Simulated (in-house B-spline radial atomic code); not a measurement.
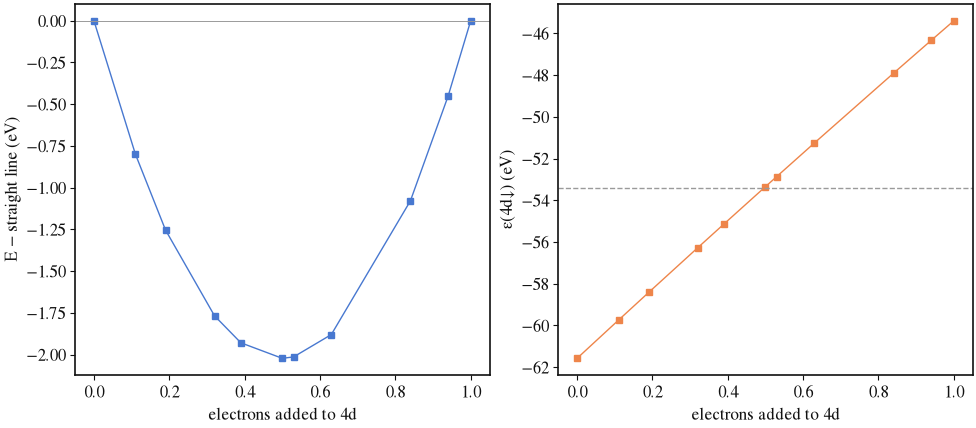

Theory: scalar-relativistic (spin-free one-electron X2C) PBE, spin-polarised, spherical fractional occupations, Fermi nucleus, basis-set limit (computed with an in-house B-spline radial code). The occupation of the 4d shell is varied from Cd⁴⁺ ([Kr] 4d8 (high spin)) to Cd³⁺ ([Kr] 4d9 (high spin)), with spherical fractional occupations. The plot shows the total energy less the straight line between the end points, and the eigenvalue of 4d↓ (the dashed line is minus the energy to take the whole electron out).

What does the shape say about the method?

The curve is convex (below the straight line), with the largest deviation among the points computed, −2.02 eV, at 0.5. The end points differ by 53.4 eV, the energy to take the electron out. The eigenvalue, which is the slope of the energy (Janak's theorem), moves from −61.6 eV at 0 to −45.4 eV at 1; for a straight line it would stay constant, and a parabola would sag by an eighth of this change, scaled to a whole electron, 2.02 eV. Convexity is the mark of the delocalisation error, which puts fractional charges too low; for p, d and f shells the spherical spreading of the fraction adds to it.
